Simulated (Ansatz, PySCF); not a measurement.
Stretching the H–H spacing in H4 chain (multiplicity 1 held). Energies count from the point at 0.900 Å.
Geometry at that point (charge 0, multiplicity 1):
| atom | x (Å) | y (Å) | z (Å) |
|---|---|---|---|
| H | 0.0000 | 0.0000 | 0.0000 |
| H | 0.0000 | 0.0000 | 0.9000 |
| H | 0.0000 | 0.0000 | 1.8000 |
| H | 0.0000 | 0.0000 | 2.7000 |

Full CI gives the lowest state of the spin. Curves can end on different states.

Rows in 3-21G, 6-31G* carry no dispersion term and start afresh at each structure (6-31G* with six Cartesian d functions).

Run with Ansatz (a first-principles code) with Gaussian orbitals; PySCF for 3-21G rows, 6-31G* rows. Values without a source in brackets are computed.

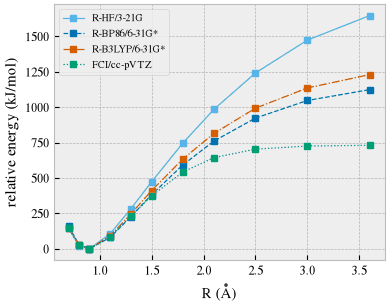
Relative energy along the coordinate

Problem. Read off the FCI/cc-pVTZ curve at R = 2.100.

Solution. about 640 kJ/mol

Doubts at one or more of the structures used: a restricted determinant that unrestricted orbitals would lower (R-HF/3-21G, R-BP86/6-31G*, R-B3LYP/6-31G*).
